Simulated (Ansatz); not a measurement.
CH₅Si₂: several calculations on one system

Part 1: Relaxation

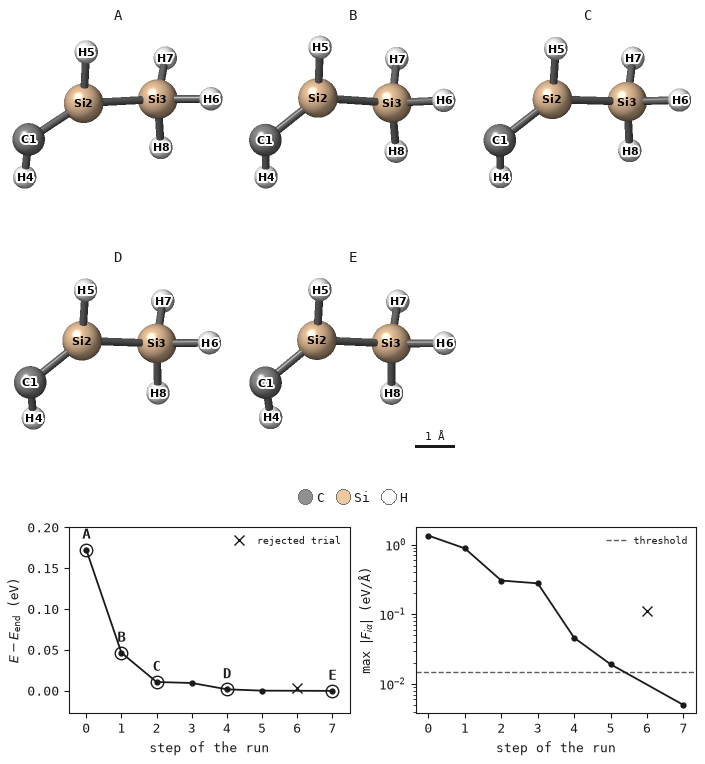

Frames of a relaxation of CH$_{5}$Si$_{2}$ (charge −1), marked on the history of the run. A ball-and-stick model, seen at a tilt.

The run prepares an end point of a later path (torsion) calculation, from a guessed geometry.

These are results of RKS r2SCANh-D4/def2-SVP (Ansatz 0.2.0), not measurements. Set-up: no spin polarisation; force threshold 0.015 eV/Å; at most 40 steps.

> Describe the path.

Over 6 accepted moves (7 points after the start) the energy falls by 0.173 eV. Largest force component: 1.4 eV/Å at the start, 0.005 eV/Å at the end. The line search rejected the trial step at point 6 of the run. The largest move after the best rigid fit is that of H4, 0.33 Å. Largest moves by element: H 0.33 Å, Si 0.18 Å, C 0.08 Å. Near-neighbour distances that change, for instance: Si2–Si3 2.284 → 2.364 Å, Si2–H5 1.534 → 1.508 Å, Si3–H6 1.502 → 1.516 Å, Si3–H8 1.496 → 1.507 Å. Among the angles between lasting bonds that change: C1–Si2–Si3 146.0° → 132.3°, C1–Si2–H5 112.1° → 121.0°, Si2–C1–H4 115.4° → 109.8°. The run took about 30 core-seconds on a shared host. From step 0 to 1: H4 moves most (0.19 Å), energy −0.126 eV. From step 1 to 2: H8 moves most (0.05 Å), energy −0.036 eV. From step 2 to 4: H4 moves most (0.08 Å), energy −0.009 eV. From step 4 to 7: H4 moves most (0.06 Å), energy −0.002 eV.

```tsv
step	E − E(0), eV	largest force component, eV/Å	note
0	0.0000	1.3524	
1	-0.1262	0.8863	
2	-0.1619	0.3053	
3	-0.1631	0.2787	
4	-0.1709	0.0459	
5	-0.1725	0.0191	
6	-0.1687	0.1097	rejected
7	-0.1728	0.0050
```

Limits of the set-up: the basis has no diffuse functions, which an anion needs.

Part 2: Relaxation

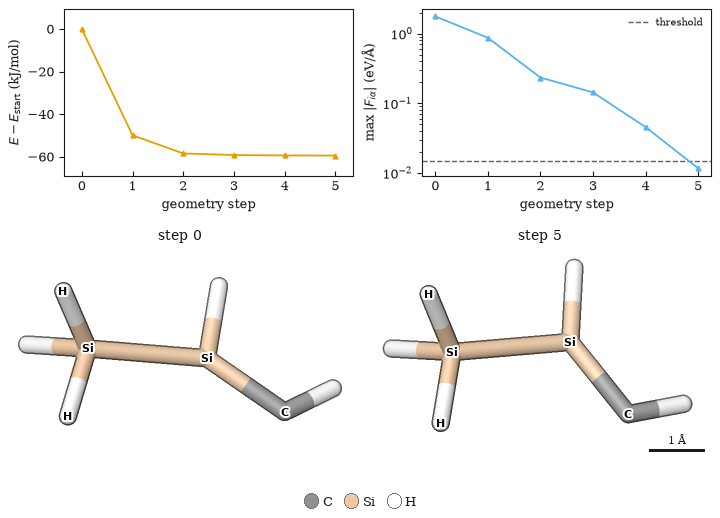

First and last geometry of a relaxation of CH$_{5}$Si$_{2}$ (charge −1), with the history of the run. The picture is a stick view, seen at a tilt.

The run prepares an end point of a later path (torsion) calculation, from a guessed geometry.

Method: RKS r2SCANh-D4/def2-SVP (Ansatz 0.2.0). (no spin polarisation; force threshold 0.015 eV/Å; at most 40 steps)

**Did the run converge, and what did it change?**

It converged. The largest move after the best rigid fit is that of an H atom, 0.39 Å. By element the largest moves are H 0.39 Å, Si 0.35 Å, C 0.33 Å. Some distances before and after: Si–Si 2.284 → 2.325 Å, H–Si 1.502 → 1.514 Å, C–Si 1.737 → 1.731 Å, C–H 1.113 → 1.117 Å. Bond angles that change, for instance: C–Si–Si 146.0° → 116.7°, C–Si–H 112.1° → 137.1°, Si–Si–H 121.9° → 116.2°. After 5 geometry steps the energy has fallen by 59.4 kJ/mol. Largest force component: 1.8 eV/Å at the start, 0.012 eV/Å at the end. The run took roughly 26 core-seconds on a shared host.

Limits of the set-up: the basis has no diffuse functions, which an anion needs.

Part 3: Path

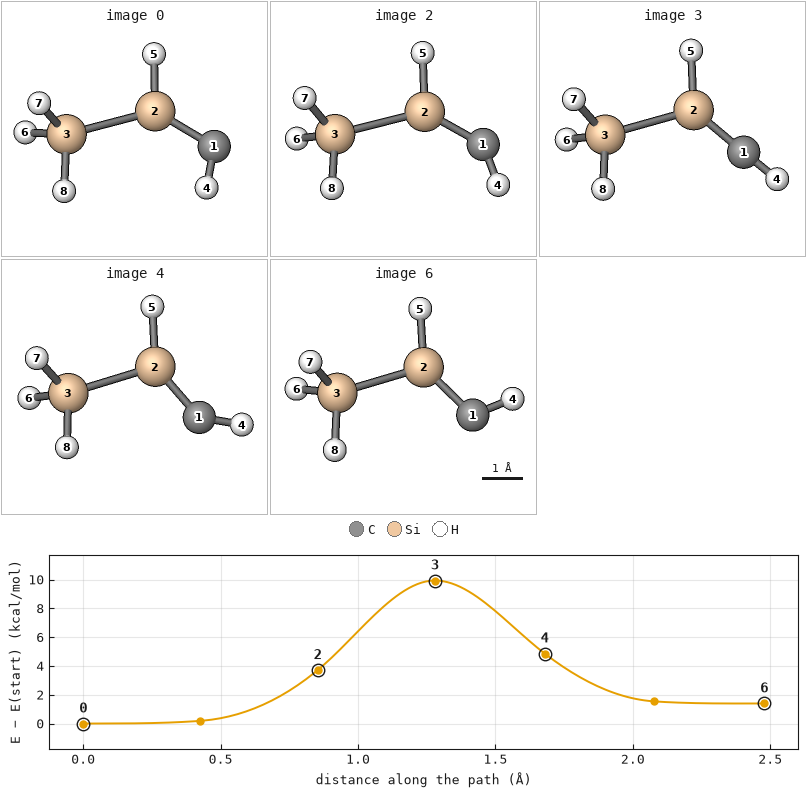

NEB run on CH5Si2 (charge −1). Images are numbered from 0 (start) to 6 (end). Style: ball-and-stick. Shown from a free direction.

All numbers below come from RKS r2SCANh-D4/def2-SVP in Ansatz 0.2.0. Run with 5 movable images; climbing image; force threshold 0.05 eV/Å; iteration limit 60; starting path through a guess of the saddle point.

> Describe the mechanism and the energy profile.

The motion is an in-plane inversion: the angle Si2–C1–H4 opens from 110° to 179° on the way and closes on the other side (111° at the end). No bond forms or breaks between the ends. Among the angles between lasting bonds that change up to the highest image: Si2–C1–H4 109.8° → 178.5°, C1–Si2–H5 121.0° → 130.9°. The energy climbs by 9.9 kcal/mol to image 3 and then falls by 8.5 kcal/mol, so the end point sits at +1.4 kcal/mol. The band converged in 13 iterations. The largest component of the band force went from 12 to 0.045 eV/Å. The climbing image converged on the top of the path. Its vibrational analysis gives 2 imaginary modes over 30i cm⁻¹, so it isn't confirmed as a transition state.

Limits of the set-up: the basis has no diffuse functions, which an anion needs.

The run took roughly 4 core-minutes on a shared host.
